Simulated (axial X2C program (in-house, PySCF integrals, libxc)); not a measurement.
# ISn: bond curves with and without spin–orbit coupling, part 1 of 2

What are the state, bond length, wavenumber and bond energy of ISn, and what does spin–orbit coupling change?

The runs use an in-house X2C program for linear molecules on PySCF integrals; all-electron X2C, I dyall-cv3z, Sn dyall-cv3z.

All values are calculated.

## 1. Input

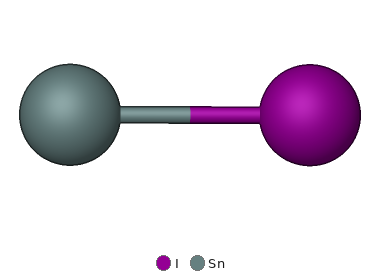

The two atoms at 2.730 Å (iodine purple, tin teal).

The input, task.json:

```json
{"zs": [53, 50], "q": 0, "bas": ["dyall-cv3z", "dyall-cv3z"], "levels": ["PBE0", "HF", "PBE50"], "cc": true, "r0": 2.73, "thr": -1.0, "nmax": 90, "npts": 10, "nst": 2, "ntry": 6}
```

Keys: zs atomic numbers; q charge; bas basis sets; levels methods (HF also brings MP2); cc coupled cluster on or off; r0 starting distance in Å; thr threshold in hartree for freezing inner shells (an s shell follows its p shell); nmax most natural virtual spinors; npts points asked for on the curve; nst determinants followed; ntry starts of the search.

The run is started by

```sh
$ python so2c.py task.json out
```

Spin-free means the one-electron spin-free X2C Hamiltonian; two-component (2c) means X2C with spin–orbit coupling and atomic mean-field two-electron Coulomb and Gaunt terms. Basis: I dyall-cv3z contracted to [11s12p8d4f1g], Sn dyall-cv3z contracted to [11s12p9d4f1g]; Gaussian nuclei, density fitting. Masses: I 126.904 u, Sn 119.902 u.

Notation: σ, π±, δ± give the projection m of an orbital's angular momentum (0, ±1, ±2), α and β its spin, Λ and M_S the sums; ω is the projection of a spinor's total angular momentum and Ω the sum. Logs are in hartree.

The results follow Hamiltonian by Hamiltonian and level by level.

## 2. State search with PBE0

Determinants are compared with PBE0 at 2.730 Å.

Spin-free determinants:

```tsv
ΔE (eV)	state	open shells
0.00	M_S = 1/2, Λ = 1	beyond closed shells: π+α
2.20	M_S = 1/2, Λ = 0	beyond closed shells: σα
2.76	M_S = 3/2, Λ = 0	beyond closed shells: σα, π+α, π-α
3.28	M_S = 1/2, Λ = 0	beyond closed shells: σβ, π+α, π-α
3.29	M_S = 3/2, Λ = 1	beyond closed shells: 2 × π+α, π+β, 2 × π-α
4.04	M_S = 1/2, Λ = 3	beyond closed shells: 2 × π+α, 2 × π+β, π-α
```

Two-component determinants:

```csv
ΔE (eV),state,open shells
0.00,Ω = 1/2,excess of +ω over −ω: ω = 1/2
0.34,Ω = 3/2,excess of +ω over −ω: ω = 3/2
3.16,Ω = 5/2,"excess of +ω over −ω: ω = -1/2, 2 × ω = 3/2"
3.24,Ω = 1/2,"excess of +ω over −ω: 2 × ω = -1/2, ω = 3/2"
3.62,Ω = 3/2,excess of +ω over −ω: ω = 3/2
3.80,Ω = 5/2,"excess of +ω over −ω: 2 × ω = 1/2, ω = 3/2"
3.91,Ω = 7/2,"excess of +ω over −ω: ω = 1/2, 2 × ω = 3/2"
```

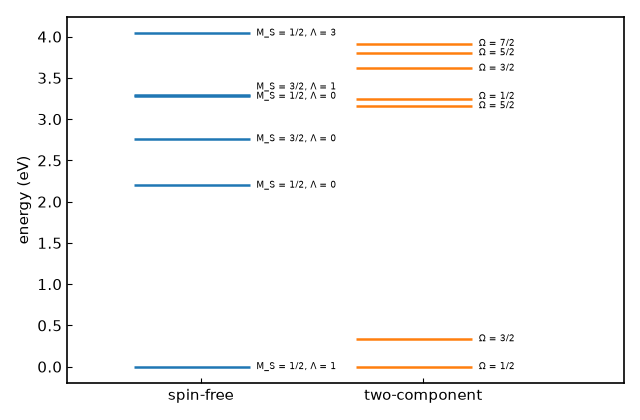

The determinants found, each set from its own lowest.

## 3. PBE0, spin-free

State followed: M_S = 1/2, Λ = 1 (beyond closed shells: π+α). The scan is laid around 2.732 Å, a first estimate of the minimum, and this SCF restarts from the orbitals of the search.

The SCF at the reference distance of 2.732 Å:

```text
spin-free X2C-1e  PBE0
basis functions 253  fitting functions 1279  grid points 5803
iter        total energy     max residual
   1     -13291.648348643     1.75e-01
   2     -13291.649148599     1.51e-04
   3     -13291.649148675     1.40e-04
   4     -13291.649148991     2.76e-05
   5     -13291.649149003     1.36e-05
   6     -13291.649149005     5.46e-06
converged
one-electron -19272.24036901  Coulomb 5816.61177643  exact exchange -86.07116609  xc functional -263.24353710  nuclear repulsion 513.29414676
```

Along the bond, energies from the lowest point:

```tsv
R (Å)	E (eV)	μ (D)	HOMO (eV)	LUMO (eV)	iterations
2.377	0.7895	0.25	-4.52	-2.92	23
2.486	0.3138	0.86	-4.67	-3.06	17
2.568	0.1172	1.33	-4.79	-3.17	15
2.650	0.0210	1.80	-4.90	-3.27	13
2.732	0.0000	2.27	-5.01	-3.38	6
2.828	0.0449	2.81	-5.14	-3.50	14
2.923	0.1431	3.35	-5.27	-3.62	13
3.046	0.3203	4.02	-5.43	-3.77	13
3.196	0.5810	4.81	-5.60	-3.94	13
```

Dipoles are positive if Sn is the positive end.

Outer orbitals at the reference distance:

```json
{"symmetry": "δ+α", "occupied": "yes", "ε (eV)": "-29.11", "atomic character": "100% Sn d"}
{"symmetry": "δ-α", "occupied": "yes", "ε (eV)": "-29.06", "atomic character": "100% Sn d"}
{"symmetry": "σα", "occupied": "yes", "ε (eV)": "-29.06", "atomic character": "100% Sn d"}
{"symmetry": "π+α", "occupied": "yes", "ε (eV)": "-29.04", "atomic character": "100% Sn d"}
{"symmetry": "π-α", "occupied": "yes", "ε (eV)": "-29.02", "atomic character": "100% Sn d"}
{"symmetry": "σβ", "occupied": "yes", "ε (eV)": "-29.01", "atomic character": "100% Sn d"}
{"symmetry": "π-β", "occupied": "yes", "ε (eV)": "-28.97", "atomic character": "100% Sn d"}
{"symmetry": "π+β", "occupied": "yes", "ε (eV)": "-28.97", "atomic character": "100% Sn d"}
{"symmetry": "δ-β", "occupied": "yes", "ε (eV)": "-28.96", "atomic character": "100% Sn d"}
{"symmetry": "δ+β", "occupied": "yes", "ε (eV)": "-28.96", "atomic character": "100% Sn d"}
{"symmetry": "σα", "occupied": "yes", "ε (eV)": "-18.93", "atomic character": "83% I s, 7% Sn p, 5% Sn s"}
{"symmetry": "σβ", "occupied": "yes", "ε (eV)": "-18.88", "atomic character": "84% I s, 7% Sn p, 5% Sn s"}
{"symmetry": "σα", "occupied": "yes", "ε (eV)": "-12.76", "atomic character": "74% Sn s, 19% I p, 5% I s"}
{"symmetry": "σβ", "occupied": "yes", "ε (eV)": "-12.02", "atomic character": "70% Sn s, 23% I p, 4% I s"}
{"symmetry": "σα", "occupied": "yes", "ε (eV)": "-8.07", "atomic character": "55% I p, 28% Sn p, 12% Sn s"}
{"symmetry": "π+α", "occupied": "yes", "ε (eV)": "-7.87", "atomic character": "85% I p, 12% Sn p, 2% Sn d"}
{"symmetry": "σβ", "occupied": "yes", "ε (eV)": "-7.86", "atomic character": "52% I p, 27% Sn p, 17% Sn s"}
{"symmetry": "π-α", "occupied": "yes", "ε (eV)": "-7.73", "atomic character": "87% I p, 9% Sn p, 3% Sn d"}
{"symmetry": "π-β", "occupied": "yes", "ε (eV)": "-7.68", "atomic character": "90% I p, 6% Sn p, 3% Sn d"}
{"symmetry": "π+β", "occupied": "yes", "ε (eV)": "-7.68", "atomic character": "90% I p, 6% Sn p, 3% Sn d"}
{"symmetry": "π+α", "occupied": "yes", "ε (eV)": "-5.01", "atomic character": "85% Sn p, 11% I p, 2% I d"}
{"symmetry": "π-α", "occupied": "no", "ε (eV)": "-3.38", "atomic character": "88% Sn p, 8% I p, 2% I d"}
{"symmetry": "π-β", "occupied": "no", "ε (eV)": "-2.57", "atomic character": "90% Sn p, 6% I p, 3% I d"}
{"symmetry": "π+β", "occupied": "no", "ε (eV)": "-2.57", "atomic character": "90% Sn p, 6% I p, 3% I d"}
{"symmetry": "σα", "occupied": "no", "ε (eV)": "-1.22", "atomic character": "57% Sn p, 15% I p, 12% Sn d"}
```

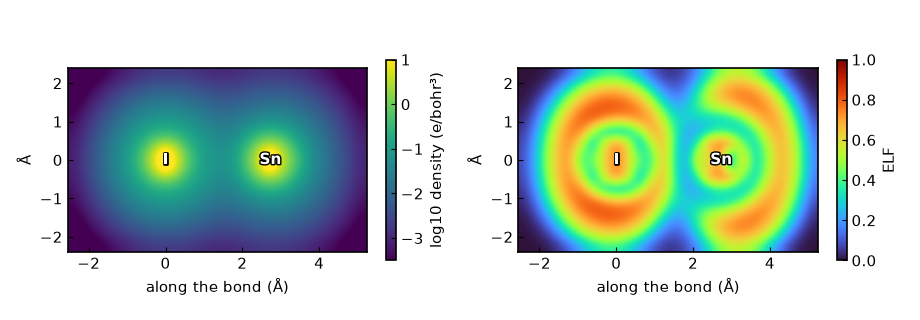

PBE0 fields in a plane through the axis, from a grid of 0.3 Å; I lies at z = 0 and Sn at z = 2.732 Å; the ELF is damped to zero where the density is low.

Re = 2.718 Å, ωe = 195.9 cm⁻¹, ωexe = 0.366 cm⁻¹, Be = 0.03701 cm⁻¹, De = 3.05 eV, μ = 2.19 D.

## 4. HF, spin-free

The SCF at the reference distance of 2.732 Å:

```text
spin-free X2C-1e  HF
basis functions 253  fitting functions 1279  grid points 5803
iter        total energy     max residual
   1     -13286.619110175     3.50e-01
   2     -13286.655100404     7.50e-03
   3     -13286.656201173     9.23e-03
   4     -13286.656373893     2.20e-03
   5     -13286.656403748     4.95e-04
   6     -13286.656409872     4.55e-04
   7     -13286.656411408     1.61e-04
   8     -13286.656411944     8.78e-05
   9     -13286.656412127     6.54e-05
  10     -13286.656412178     2.40e-05
  11     -13286.656412187     1.02e-05
  12     -13286.656412188     3.13e-06
  13     -13286.656412189     1.11e-06
converged
one-electron -19270.18563194  Coulomb 5814.64269446  exact exchange -344.40762147  xc functional 0.00000000  nuclear repulsion 513.29414676
```

Re = 2.758 Å, ωe = 188.9 cm⁻¹, ωexe = 0.347 cm⁻¹, Be = 0.03594 cm⁻¹, De = 1.79 eV, μ = 2.93 D.

## 5. PBE50, spin-free

The SCF at the reference distance of 2.732 Å:

```text
spin-free X2C-1e  PBE50
basis functions 253  fitting functions 1279  grid points 5803
iter        total energy     max residual
   1     -13291.807957438     1.20e-01
   2     -13291.812550689     2.48e-03
   3     -13291.812615448     4.46e-03
   4     -13291.812673721     5.45e-04
   5     -13291.812675263     2.81e-04
   6     -13291.812676140     5.75e-05
   7     -13291.812676189     2.83e-05
   8     -13291.812676203     1.41e-05
   9     -13291.812676205     4.45e-06
converged
one-electron -19272.56447544  Coulomb 5816.98645773  exact exchange -172.17821950  xc functional -177.35058574  nuclear repulsion 513.29414676
```

Re = 2.699 Å, ωe = 201.8 cm⁻¹, ωexe = 0.363 cm⁻¹, Be = 0.03752 cm⁻¹, De = 2.94 eV, μ = 2.31 D.

## 6. MP2 and beyond, spin-free

Correlated methods: 11 electrons correlated (frozen shells, counted by type: I 4 s, 3 p, 2 d; Sn 4 s, 3 p, 2 d), 307 virtual spinors in MP2, 90 natural virtuals in coupled cluster.

Output of the correlated part at 2.732 Å:

```text
correlated 11  virtual 307  natural virtual 90  E(MP2) -0.202334745  MP2 remainder -0.007143183
iter   CCSD correlation   residual
   1     -0.212184795   1.18e-01
   2     -0.218719275   4.47e-02
   3     -0.219752474   1.74e-02
   4     -0.219809657   6.97e-03
   5     -0.219851450   2.26e-03
   6     -0.219850464   9.81e-04
   7     -0.219851365   3.54e-04
   8     -0.219853398   1.10e-04
   9     -0.219852590   3.67e-05
  10     -0.219852557   1.46e-05
  11     -0.219852408   6.38e-06
  12     -0.219852412   2.94e-06
(T) -0.009809197  T1 0.0228  D1 0.0372  max T2 0.079
```

T1 in the output is the amplitude norm over the root of the electron number; divide by √2 for the Lee–Taylor value.

MP2: Re = 2.736 Å, ωe = 196.5 cm⁻¹, Be = 0.03653 cm⁻¹, De = 2.89 eV.

CCSD: Re = 2.744 Å, ωe = 194.0 cm⁻¹, ωexe = 0.354 cm⁻¹, Be = 0.03633 cm⁻¹, De = 2.72 eV. T1 at Re = 0.016 (Lee–Taylor, the printed value over √2).

CCSD(T): Re = 2.745 Å, ωe = 193.7 cm⁻¹, ωexe = 0.357 cm⁻¹, Be = 0.03629 cm⁻¹, De = 2.83 eV. T1 at Re = 0.016 (Lee–Taylor, the printed value over √2).

## 7. A higher determinant, spin-free

State: M_S = 1/2, Λ = 0 (beyond closed shells: σα).

Output at the reference distance:

```text
spin-free X2C-1e  PBE0
basis functions 253  fitting functions 1279  grid points 5803
iter        total energy     max residual
   1     -13291.567633681     1.81e-01
   2     -13291.568517489     1.59e-04
   3     -13291.568517494     1.85e-04
   4     -13291.568518018     3.14e-05
   5     -13291.568518039     2.15e-05
   6     -13291.568518046     8.20e-06
converged
one-electron -19271.41698786  Coulomb 5815.86242781  exact exchange -86.06603544  xc functional -263.24206931  nuclear repulsion 513.29414676
```

```tsv
R (Å)	E above the lowest PBE0 point (eV)
2.377	3.765
2.486	3.052
2.568	2.670
2.650	2.391
2.732	2.194
2.828	2.045
2.923	1.965
3.046	1.935
3.196	1.978
```

No constants are quoted: too few points lie around the minimum for a second fit to confirm the first.

(Continued in part 2 of 2.)
